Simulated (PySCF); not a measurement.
F$_{4}$Ge, SMILES `F[Ge](F)(F)F`.

PySCF calculation, PBE0/def2-TZVP, gas phase; geometry: GFN2-xTB. No frequency check shows the geometry to be a minimum. GFN2-xTB bond lengths at metals and heavier atoms can be off by up to 0.1 Å and shapes distorted, which carries into these values.

Cartesian coordinates (Å):

```
F1       0.9663   -0.4613    1.2853
Ge2     -0.0001    0.0000   -0.0000
F3       0.9663    0.4614   -1.2852
F4      -0.9661   -1.2858   -0.4611
F5      -0.9661    1.2858    0.4612
```

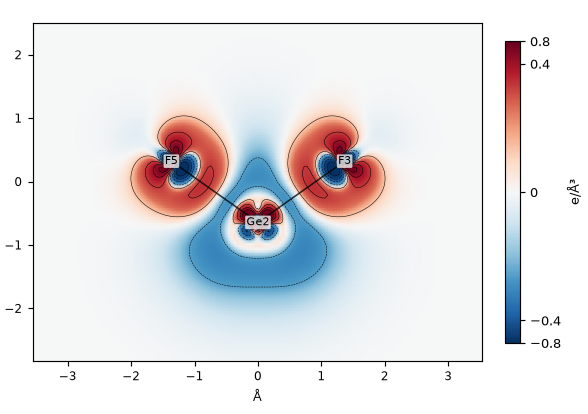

Deformation density (molecule less spherical, spin-averaged free atoms) in the plane of Ge2, F3 and F5; colour scale in e/Å³, logarithmic beyond ±0.1; red: gain, blue: loss.

Q: How much density has each bond in this plane gained at its critical point, relative to the free atoms?

A: Ge2–F3 and Ge2–F5: +0.06 e/Å³ at the bond critical point (bond length 1.67 Å, Mayer order 1.1); up to 0.6 Å beside the axis the gain reaches +0.23 e/Å³. In all, 1.3 electrons gather in the regions of gain relative to the promolecule. A small or negative value marks a very polar bond, one between electron-rich atoms, whose free-atom densities already overlap strongly, a long bond to a heavier atom, or a closed-shell contact such as a hydrogen bond.

Q: Where do the Hirshfeld charges lie?

A: The highest Hirshfeld charge is on Ge2 (+0.77 e), the lowest on F1, F3, F4 and F5 (−0.19 e).

```tsv
atom	charge (e)
F1	−0.19
Ge2	+0.77
F3	−0.19
F4	−0.19
F5	−0.19
```

Run time: 26 s on 1 thread of Arm Neoverse N1, with other jobs on the host, peak memory 0.62 GiB.
